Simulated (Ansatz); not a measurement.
Run report: SnH3ClO3, geometry relaxation (part 1 of 2)

- system: SnH3ClO3
- method: RKS LDA/def2-SVP (Ansatz 0.2.0)

It belongs to a series of runs on one base structure; here: start relaxed. Figures and captions count atoms from 1; the log counts them from 0 in places.

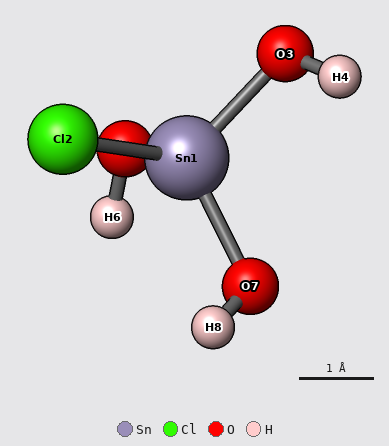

Figure 1. The input geometry (ball-and-stick view, seen at a tilt; atoms are numbered from 1 in the order of the input). Sticks mark near contacts. Bond lengths as drawn: Cl–Sn 2.41 Å, H–O 1.01 Å and O–Sn 1.96 Å.

**Key numbers**

- outcome: converged
- total energy: −24443.4423 eV
- mean-field energy: −24443.4423 eV
- largest force (length of the vector) at the end: 0.003 eV/Å
- hardware: 2 threads of Arm Neoverse V1, 24 GiB of memory available, shared host
- wall time: 38 s (CPU time 72 s)
- peak memory: 0.14 GiB

**Input file**
```yaml
crystal:
  periodic: [false, false, false]
  atoms:
    - { symbol: Sn, position_ang: [0.0, 0.0, 0.0] }
    - { symbol: Cl, position_ang: [0.0, 0.0, 2.41] }
    - { symbol: O, position_ang: [1.8483, 0.0, -0.6527] }
    - { symbol: H, position_ang: [2.1646, -0.9521, -0.7693] }
    - { symbol: O, position_ang: [-0.9232, 1.5994, -0.6527] }
    - { symbol: H, position_ang: [-1.881, 1.3686, -0.8751] }
    - { symbol: O, position_ang: [-0.9232, -1.5994, -0.6527] }
    - { symbol: H, position_ang: [-1.3778, -2.065, 0.1197] }
basis:
  gaussian: { orbitals: def2-SVP }
hamiltonian:
  xc: lda
relax:
  f_tol: 0.02
  max_steps: 40
```

Launched with:
```bash
ansatz run input.yaml --threads 2 --pin off --max-ram 3072MiB --backend cpu --events-out ev --progress --plain --runs-dir out
```

**Output**
```
The last accepted step is kept in [file] (removed where the run ends without a failure and the disk answers)
Engine: ansatz 0.2.0, aarch64-unknown-linux-gnu
Functional definition: SPW92
  exchange = slater_x
  correlation = pw_c
1089 factors; their error is unknown
mean field evaluation 1: about -24427.3360 eV, gradient 9.4e1 eV
mean field evaluation 2: about -24323.3517 eV, gradient 2.3e2 eV
mean field evaluation 4: about -24441.7015 eV, gradient 2.7e1 eV
mean field evaluation 8: about -24443.3209 eV, gradient 2.5e-1 eV
mean field evaluation 16: about -24443.2928 eV, gradient 5.1e-4 eV
mean field -24443.29283959 eV, -898.2744435959 hartree, gradient 2.0e-5 eV, S^2 0.000000; 0 other end points of the search recorded, 0 dependent functions left out
the calculation of the forces begins
reference -24443.29287703 eV, -898.2744449718 hartree; 33, 33 occupied and 68, 68 virtual orbitals, 1089 factors
relax step   1: F+E_penalty+E_count = -24443.29283959 eV  Δ(F+E_penalty+E_count) = +0.000e0 eV  max|allowed force component| = 1.295e0 eV/Å  Δτ_max = 0.0000 Å  (28 SCF iters, accepted)
these checks for a lower state are left out or cut short: starts, cluster_reference, orbital_swaps, neighbouring_geometries, increment
1089 factors; their error is unknown
mean field -24443.39665744 eV, -898.2782588316 hartree, gradient 1.0e-5 eV, S^2 0.000000; 0 other end points of the search recorded, 0 dependent functions left out
[... from here on the field's lines of each further geometry are left out, up to the last ...]
relax step   2: F+E_penalty+E_count = -24443.39665744 eV  Δ(F+E_penalty+E_count) = -1.038e-1 eV  max|allowed force component| = 4.741e-1 eV/Å  Δτ_max = 0.1191 Å  (30 SCF iters, accepted)
relax step   3: F+E_penalty+E_count = -24443.41109136 eV  Δ(F+E_penalty+E_count) = -1.443e-2 eV  max|allowed force component| = 1.401e-1 eV/Å  Δτ_max = 0.0346 Å  (28 SCF iters, accepted)
relax step   4: F+E_penalty+E_count = -24443.41265503 eV  Δ(F+E_penalty+E_count) = -1.564e-3 eV  max|allowed force component| = 3.526e-2 eV/Å  Δτ_max = 0.0268 Å  (28 SCF iters, accepted)
relax step   5: F+E_penalty+E_count = -24443.41367021 eV  Δ(F+E_penalty+E_count) = -1.015e-3 eV  max|allowed force component| = 5.925e-2 eV/Å  Δτ_max = 0.0397 Å  (28 SCF iters, accepted)
relax step   6: F+E_penalty+E_count = -24443.36330778 eV  Δ(F+E_penalty+E_count) = +5.036e-2 eV  max|allowed force component| = 1.750e0 eV/Å  Δτ_max = 0.1954 Å  (33 SCF iters, rejected (line search))
relax step   7: F+E_penalty+E_count = -24443.41636445 eV  Δ(F+E_penalty+E_count) = -2.694e-3 eV  max|allowed force component| = 6.157e-2 eV/Å  Δτ_max = 0.0977 Å  (30 SCF iters, accepted)
relax step   8: F+E_penalty+E_count = -24443.41134479 eV  Δ(F+E_penalty+E_count) = +5.020e-3 eV  max|allowed force component| = 6.813e-1 eV/Å  Δτ_max = 0.0997 Å  (30 SCF iters, rejected (line search))
relax step   9: F+E_penalty+E_count = -24443.41776343 eV  Δ(F+E_penalty+E_count) = -1.399e-3 eV  max|allowed force component| = 3.424e-2 eV/Å  Δτ_max = 0.0498 Å  (29 SCF iters, accepted)
relax step  10: F+E_penalty+E_count = -24443.41870922 eV  Δ(F+E_penalty+E_count) = -9.458e-4 eV  max|allowed force component| = 1.754e-1 eV/Å  Δτ_max = 0.0488 Å  (29 SCF iters, accepted)
relax step  11: F+E_penalty+E_count = -24443.41931792 eV  Δ(F+E_penalty+E_count) = -6.087e-4 eV  max|allowed force component| = 2.880e-1 eV/Å  Δτ_max = 0.0609 Å  (29 SCF iters, accepted)
relax step  12: F+E_penalty+E_count = -24443.42312520 eV  Δ(F+E_penalty+E_count) = -3.807e-3 eV  max|allowed force component| = 5.160e-2 eV/Å  Δτ_max = 0.1125 Å  (29 SCF iters, accepted)
relax step  13: F+E_penalty+E_count = -24443.42487134 eV  Δ(F+E_penalty+E_count) = -1.746e-3 eV  max|allowed force component| = 3.652e-2 eV/Å  Δτ_max = 0.0929 Å  (29 SCF iters, accepted)
relax step  14: F+E_penalty+E_count = -24443.36534420 eV  Δ(F+E_penalty+E_count) = +5.953e-2 eV  max|allowed force component| = 1.426e0 eV/Å  Δτ_max = 0.1954 Å  (33 SCF iters, rejected (line search))
relax step  15: F+E_penalty+E_count = -24443.42549691 eV  Δ(F+E_penalty+E_count) = -6.256e-4 eV  max|allowed force component| = 6.128e-2 eV/Å  Δτ_max = 0.0499 Å  (28 SCF iters, accepted)
relax step  16: F+E_penalty+E_count = -24443.42010497 eV  Δ(F+E_penalty+E_count) = +5.392e-3 eV  max|allowed force component| = 4.862e-1 eV/Å  Δτ_max = 0.0975 Å  (31 SCF iters, rejected (line search))
relax step  17: F+E_penalty+E_count = -24443.42670764 eV  Δ(F+E_penalty+E_count) = -1.211e-3 eV  max|allowed force component| = 2.419e-2 eV/Å  Δτ_max = 0.0487 Å  (29 SCF iters, accepted)
relax step  18: F+E_penalty+E_count = -24443.42707001 eV  Δ(F+E_penalty+E_count) = -3.624e-4 eV  max|allowed force component| = 1.585e-1 eV/Å  Δτ_max = 0.0492 Å  (29 SCF iters, accepted)
relax step  19: F+E_penalty+E_count = -24443.42800724 eV  Δ(F+E_penalty+E_count) = -9.372e-4 eV  max|allowed force component| = 9.276e-2 eV/Å  Δτ_max = 0.0243 Å  (29 SCF iters, accepted)
relax step  20: F+E_penalty+E_count = -24443.43191155 eV  Δ(F+E_penalty+E_count) = -3.904e-3 eV  max|allowed force component| = 9.655e-2 eV/Å  Δτ_max = 0.1125 Å  (31 SCF iters, accepted)
relax step  21: F+E_penalty+E_count = -24443.43723016 eV  Δ(F+E_penalty+E_count) = -5.319e-3 eV  max|allowed force component| = 1.517e-1 eV/Å  Δτ_max = 0.1687 Å  (31 SCF iters, accepted)
relax step  22: F+E_penalty+E_count = -24443.43684632 eV  Δ(F+E_penalty+E_count) = +3.838e-4 eV  max|allowed force component| = 3.710e-1 eV/Å  Δτ_max = 0.0291 Å  (26 SCF iters, rejected (line search))
relax step  23: F+E_penalty+E_count = -24443.43837305 eV  Δ(F+E_penalty+E_count) = -1.143e-3 eV  max|allowed force component| = 7.539e-2 eV/Å  Δτ_max = 0.0143 Å  (27 SCF iters, accepted)
relax step  24: F+E_penalty+E_count = -24443.44049433 eV  Δ(F+E_penalty+E_count) = -2.121e-3 eV  max|allowed force component| = 4.812e-2 eV/Å  Δτ_max = 0.1000 Å  (28 SCF iters, accepted)
relax step  25: F+E_penalty+E_count = -24443.43772246 eV  Δ(F+E_penalty+E_count) = +2.772e-3 eV  max|allowed force component| = 3.297e-1 eV/Å  Δτ_max = 0.0596 Å  (29 SCF iters, rejected (line search))
relax step  26: F+E_penalty+E_count = -24443.44158698 eV  Δ(F+E_penalty+E_count) = -1.093e-3 eV  max|allowed force component| = 1.719e-2 eV/Å  Δτ_max = 0.0298 Å  (26 SCF iters, accepted)
relax step  27: F+E_penalty+E_count = -24443.44117895 eV  Δ(F+E_penalty+E_count) = +4.080e-4 eV  max|allowed force component| = 2.367e-1 eV/Å  Δτ_max = 0.0639 Å  (28 SCF iters, rejected (line search))
relax step  28: F+E_penalty+E_count = -24443.44194823 eV  Δ(F+E_penalty+E_count) = -3.612e-4 eV  max|allowed force component| = 4.018e-2 eV/Å  Δτ_max = 0.0310 Å  (26 SCF iters, accepted)
relax step  29: F+E_penalty+E_count = -24443.44209268 eV  Δ(F+E_penalty+E_count) = -1.444e-4 eV  max|allowed force component| = 3.916e-2 eV/Å  Δτ_max = 0.0208 Å  (26 SCF iters, accepted)
the calculation of the forces begins
reference -24443.44231750 eV, -898.2799368078 hartree; 33, 33 occupied and 68, 68 virtual orbitals, 1089 factors
relax step  30: F+E_penalty+E_count = -24443.44228080 eV  Δ(F+E_penalty+E_count) = -1.881e-4 eV  max|allowed force component| = 2.280e-3 eV/Å  Δτ_max = 0.0130 Å  (27 SCF iters, accepted)
1089 factors; their error is unknown
mean field evaluation 224: about -24443.4423 eV, gradient 5.1e-4 eV
```

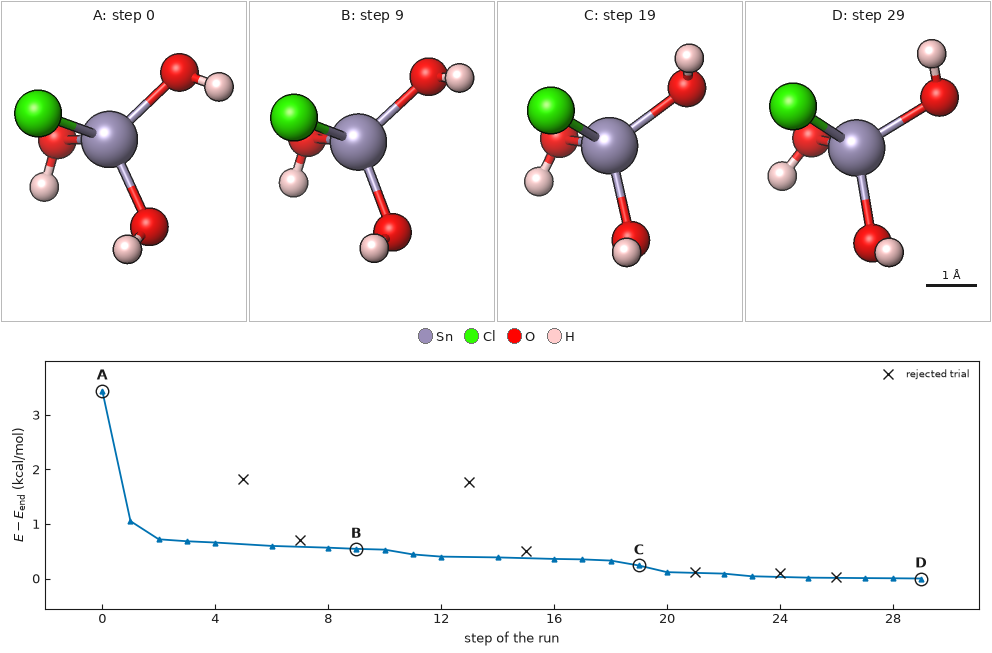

Figure 2. Frames of the relaxation (ball-and-stick view, seen at a tilt) above the curves, on which the letters mark them (the first geometry is step 0 here and step 1 in the log).

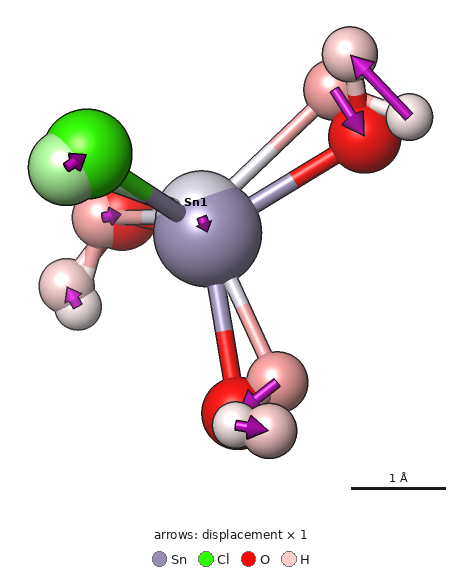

Figure 3. Start (faint) and end (solid) with the displacements as pink arrows, at true length (ball-and-stick view, seen at a tilt). The two geometries are laid on each other by the best rigid fit. After 29 geometry steps the energy has fallen by 3.45 kcal/mol. The largest force component goes from 1.3 to 0.0023 eV/Å. The line search rejected the trial steps at points 5, 7, 13, 15, 21, 24, 26 (counted from 0) and went back. H4 moves most after the best rigid fit: 0.92 Å. By element the largest moves are H 0.92 Å, O 0.61 Å, Cl 0.28 Å, Sn 0.18 Å. Among the contacts that change: Sn1–Cl2 2.410 → 2.337 Å, O3–H4 1.010 → 0.980 Å. Among the angles that change: O5–Sn1–O7 109.5° → 106.0°, Cl2–Sn1–O3 109.4° → 106.9°, Cl2–Sn1–O5 109.5° → 111.9°. (Atoms are counted from 1 in the order of the input.)

```
mean field -24443.44228080 eV, -898.2799354592 hartree, gradient 8.2e-5 eV, S^2 0.000000; 1 other end points of the search recorded, 0 dependent functions left out
the calculation of the forces begins
reference -24443.44231750 eV, -898.2799368078 hartree; 33, 33 occupied and 68, 68 virtual orbitals, 1089 factors
Total energy: -24443.44231750 eV, -898.2799368078 hartree
Atom 0 at    -0.101013    -0.138710    -0.068216 Å, force    -0.000667     0.000800     0.002280 eV/Å
Atom 1 at     0.222727    -0.032795     2.244049 Å, force    -0.000535     0.001061    -0.001456 eV/Å
Atom 2 at     1.642045    -0.537989    -0.870432 Å, force    -0.000709    -0.001439    -0.001068 eV/Å
Atom 3 at     2.347551    -0.220935    -0.269253 Å, force     0.001354     0.000664     0.000593 eV/Å
Atom 4 at    -0.776995     1.549978    -0.787642 Å, force    -0.000384     0.000212    -0.000184 eV/Å
Atom 5 at    -1.753456     1.568357    -0.714917 Å, force     0.000995     0.000757     0.000834 eV/Å
Atom 6 at    -1.440986    -1.495052    -0.525889 Å, force    -0.000852    -0.000852    -0.000353 eV/Å
Atom 7 at    -1.232174    -2.341355    -0.080501 Å, force     0.000797    -0.001202    -0.000646 eV/Å
Dipole moment:    -0.044023    -0.168966     0.214892 e Å
```

**Trajectory as extended XYZ (Å, eV, eV/Å), 26 of the 30 frames kept, from step=1 to step=30**
```
8
Properties=species:S:1:pos:R:3:forces:R:3 step=1 energy=-24443.29284
Sn    0.0000    0.0000    0.0000    0.1439   0.1568   0.9658
Cl    0.0000    0.0000    2.4100   -0.0377  -0.0447  -0.9590
O     1.8483    0.0000   -0.6527    0.3593  -1.0947  -0.1855
H     2.1646   -0.9521   -0.7693   -0.5042   1.2302   0.1858
O    -0.9232    1.5994   -0.6527   -1.1174  -0.1869  -0.3035
H    -1.8810    1.3686   -0.8751    1.2951   0.2042   0.3068
O    -0.9232   -1.5994   -0.6527   -0.7483  -0.8556   0.9743
H    -1.3778   -2.0650    0.1197    0.6094   0.5908  -0.9848
8
Properties=species:S:1:pos:R:3:forces:R:3 step=2 energy=-24443.39666
Sn   -0.0130   -0.0018    0.0163   -0.0533  -0.0275  -0.3467
Cl   -0.0484   -0.0576    2.3177   -0.0039  -0.0168   0.4741
O     1.8197    0.0291   -0.6646    0.1419  -0.3818  -0.0788
H     2.1138   -0.9071   -0.7771   -0.0728   0.3721   0.0319
O    -0.8811    1.6251   -0.6388   -0.4137  -0.1055  -0.1431
H    -1.8028    1.3861   -0.9050    0.3905   0.1318   0.0977
O    -0.9567   -1.6180   -0.6020   -0.2209  -0.2820   0.3705
H    -1.3238   -2.1043    0.1807    0.2323   0.3096  -0.4056
8
Properties=species:S:1:pos:R:3:forces:R:3 step=3 energy=-24443.41109
Sn   -0.0202   -0.0046    0.0240    0.0012   0.0293  -0.0675
Cl   -0.0514   -0.0666    2.3510    0.0012  -0.0097   0.0523
O     1.8098    0.0265   -0.6713    0.0199  -0.1141  -0.0096
H     2.1096   -0.9012   -0.7888   -0.0124   0.1154   0.0148
O    -0.8805    1.6250   -0.6391   -0.1190  -0.0612  -0.0339
H    -1.7897    1.3931   -0.9302    0.1233   0.0447   0.0372
O    -0.9701   -1.6141   -0.6017   -0.0705  -0.0950   0.1401
H    -1.2999   -2.1065    0.1834    0.0563   0.0905  -0.1334
8
Properties=species:S:1:pos:R:3:forces:R:3 step=4 energy=-24443.41266
Sn   -0.0205   -0.0086    0.0158    0.0144   0.0036  -0.0245
Cl   -0.0469   -0.0786    2.3468    0.0009  -0.0030   0.0003
O     1.8090    0.0294   -0.6818   -0.0353   0.0012   0.0040
H     2.1287   -0.8919   -0.7725    0.0134   0.0051   0.0075
O    -0.8803    1.6204   -0.6476    0.0243  -0.0173   0.0103
H    -1.7930    1.3965   -0.9227   -0.0131   0.0046  -0.0049
O    -0.9765   -1.6194   -0.5989    0.0000   0.0145  -0.0070
H    -1.3128   -2.0964    0.1881   -0.0045  -0.0087   0.0142
8
Properties=species:S:1:pos:R:3:forces:R:3 step=6 energy=-24443.36331 accepted=F
Sn   -0.0342   -0.0366   -0.0448   -0.0422  -0.0557   0.0798
Cl   -0.0024   -0.1462    2.2942    0.0081   0.0025  -0.0629
O     1.7681    0.0415   -0.7987    1.0051  -1.7496   0.4044
H     2.2574   -0.8377   -0.5834   -0.9598   1.7380  -0.4124
O    -0.8621    1.6057   -0.7019   -0.2540   0.0047  -0.0528
H    -1.8202    1.4477   -0.8603    0.2281   0.0274   0.0415
O    -1.0519   -1.6348   -0.5958    0.0675   0.1172  -0.1371
H    -1.3470   -2.0880    0.2179   -0.0528  -0.0845   0.1395
```
